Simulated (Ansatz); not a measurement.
# Tunnelling across a broken Pb chain: predicting one gap

Set-up. Ansatz 0.2.0, plane waves with PAW datasets at the program's default cutoffs, Fermi-Dirac smearing of 0.05 eV, chains in boxes 7.5 Å wide or more, moments seeded when the perfect chain is relaxed. PBE, no spin-orbit coupling; one bond is opened by s Å beyond its relaxed length, the other atoms of a straight cell of 12 kept, without spin, and the conductance taken at 300 K.

| run | G (G₀) | largest error term (%) | s | ln G |
| --- | --- | --- | --- | --- |
| +1.8 Å | 0.5364 | 2 | 1.8 | −0.6229 |
| +2.5 Å | 0.1456 | 1 | 2.5 | −1.927 |
| +4.2 Å | 0.00527 | 4 | 4.2 | −5.246 |

One run is withheld: run = +3.3 Å, with s = 3.3. Fit a straight line ln G = a + b × s to the 3 rows shown and predict it.

**Fit.** The means are 2.833 for s and −2.599 for ln G. The sum of products of deviations is −5.883 and the sum of squares in s is 3.047, so b = −5.883 / 3.047 = −1.931 and a = −2.599 − (−1.931) × 2.833 = 2.873. The residuals' standard deviation, with 1 degree of freedom, is σ = 0.035.

**Prediction.** ln G = 2.873 + (−1.931) × 3.3 = −3.5, that is 0.0302 G₀. The run gave 0.0305 G₀ (ln G = −3.489), so the prediction less the run is −0.011. The standard error of a prediction there, σ√(1 + 1/3 + (3.3 − 2.833)²/3.047), is 0.042, and the miss is 0.26 times that, for a point between the fitted rows. With so few rows σ is itself uncertain.

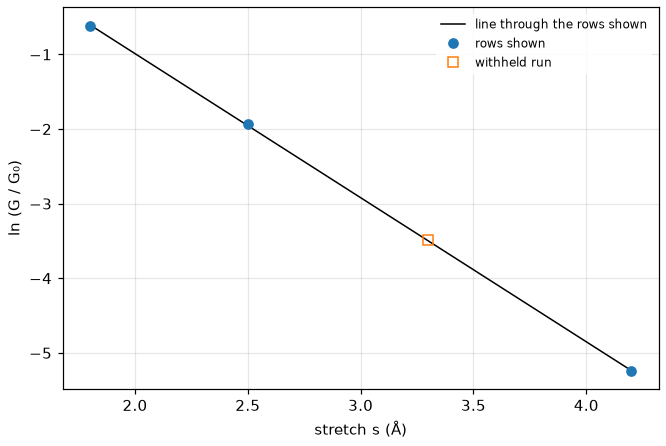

The fitted line, the rows shown and the withheld run.

Caveats: Between neighbouring runs the slope of ln G lies between −1.95 and −1.86 per Å, so one exponential is an approximation. Error terms (up to 4 %, withheld run included) bound how much a small miss can mean. Broken ends may want a moment where none was allowed. No image potential, spin-orbit coupling or relaxation; a bent or dimerised chain may be lower in energy. Series of this kind are told only where this holds: one magnetic state in all runs, error terms under 60 %, and the runs' own leads conduct as the perfect chain does. 36 of 42 did.
